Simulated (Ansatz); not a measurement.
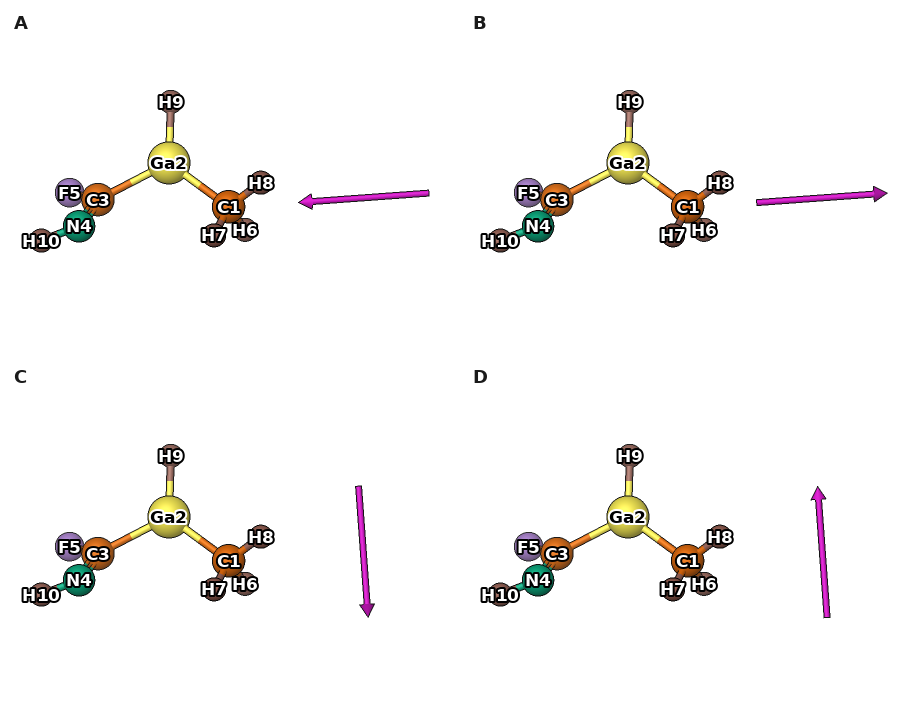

The same molecule four times, each with an arrow. Computed geometry: PBE0-D4/def2-TZVP optimisation. Method: RKS PBE0-D4/def2-TZVP (Ansatz 0.2.0).

**Which arrow points along the dipole moment, from the negative to the positive end?**

B. The dipole moment is 1.13 D; it points from the side of H10 to the side of H8 (the outermost atoms at the two ends).
